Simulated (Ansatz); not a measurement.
AsGaH$_{5}$N (SMILES N[AsH][GaH2])

Input

```
crystal:
  periodic: [false, false, false]
  atoms:
    - {symbol: N, position_ang: [-0.403315, 1.508045, -0.762341]}
    - {symbol: As, position_ang: [-1.237525, 0.095686, 0.135621]}
    - {symbol: Ga, position_ang: [0.608429, -1.420875, 0.495852]}
    - {symbol: H, position_ang: [0.579343, 1.357923, -0.947372]}
    - {symbol: H, position_ang: [-0.870204, 1.657014, -1.646894]}
    - {symbol: H, position_ang: [-1.070201, 0.637589, 1.556719]}
    - {symbol: H, position_ang: [1.881879, -1.294909, -0.424528]}
    - {symbol: H, position_ang: [0.511594, -2.540473, 1.592954]}
basis:
  gaussian: {orbitals: def2-TZVPP}
hamiltonian: {xc: pbe0, dispersion: d4}
output: {orbitals: {seedname: orbitals}}
```

Run with:

```sh
ansatz run in.yaml --threads 4 --pin off --events-out ev --progress --plain --max-ram 10444MiB
```

Geometry: PBE0-D4/def2-TZVP.

Computed with RKS PBE0-D4/def2-TZVPP in Ansatz.

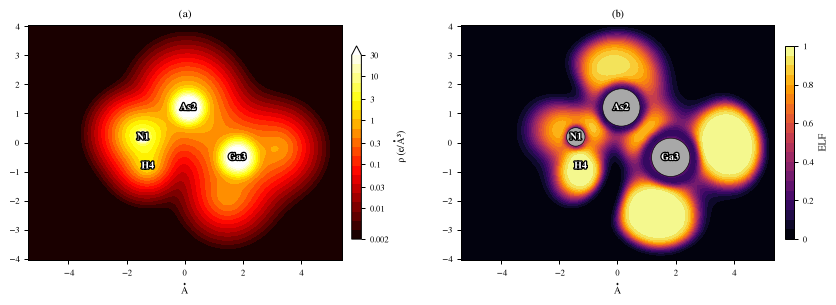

Figure 1. (a) total electron density; (b) electron localisation function on the plane of atoms N1, As2 and Ga3. Grey discs cover the atomic cores in the ELF map.

**Interpret the plot.**

- The section cuts through N, As, Ga and H sites.
- As–N (1.87 Å): ρ at the midpoint is about 0.99 e/Å³; the ELF peaks at about 0.85 between the atoms: a polar covalent bond.
- Ga–As (2.42 Å): ρ at the midpoint is about 0.58 e/Å³; the ELF peaks at about 0.85 between the atoms; a covalent bond.
- N–H (1.01 Å): ρ is about 2.9 e/Å³ halfway; the ELF climbs to about 1 towards the hydrogen, as it does in any bond to H: an ordinary covalent bond to hydrogen.

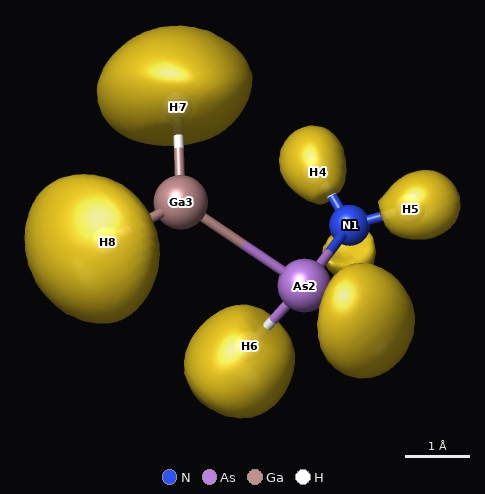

Figure 2. Isosurface of the ELF at 0.9 (yellow), seen at a tilt. Only the valence region is drawn (cores and ρ < 0.01 e/Å³ removed).

**What do the ELF domains correspond to?**

The ELF exceeds this value in five regions around hydrogen nuclei, one lobe on As, pointing away from the bonds (lone pairs) and one lobe on N, pointing away from the bonds (lone pairs).

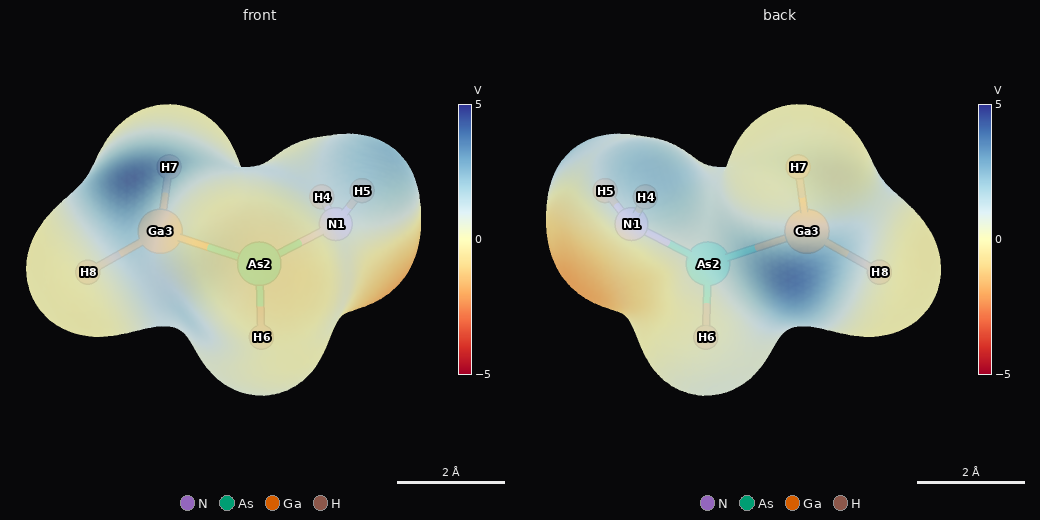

Figure 3. The molecular electrostatic potential painted on the density surface at 0.004 e/bohr³, seen from the front and from behind; red is negative and blue positive.

**Where is the surface potential most negative and most positive?**

The most negative region (about −1.9 V) lies over N1, the most positive (about +4.1 V) over Ga3. N1 is the likeliest acceptor of a hydrogen bond.
